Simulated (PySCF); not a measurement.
SMILES c1csc(Sc2cccs2)c1 at its GFN2-xTB optimised geometry (Å):

```
17

C     -0.2942    -2.6634     0.0000
C      1.0626    -2.6634     0.0000
S      1.7185    -1.0746     0.0000
C      0.1178    -0.3963     0.0368
S     -0.1607     1.3372    -0.0175
C      1.0210     1.8967     1.1557
C      1.8465     2.9701     1.0127
C      2.6305     3.2026     2.1629
C      2.3872     2.3092     3.1547
S      1.1753     1.1683     2.7272
C     -0.8417    -1.3627     0.0199
H     -0.8902    -3.5580    -0.0009
H      1.7309    -3.5011     0.0062
H      1.8937     3.5580     0.1148
H      3.3533     3.9948     2.2384
H      2.8488     2.2401     4.1194
H     -1.8937    -1.1450     0.0322
```

Calculation: B3LYP/def2-SVP run with PySCF.

Map of the electrostatic potential (hartree/e), clipped to [-0.08, 0.12] on the plane z = 1.5 Å:

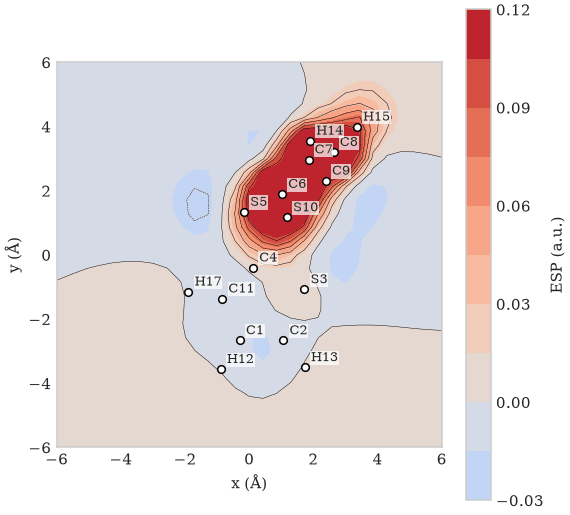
*Electrostatic potential (hartree/e), clipped to [-0.08, 0.12] on the plane z = 1.5 Å.*
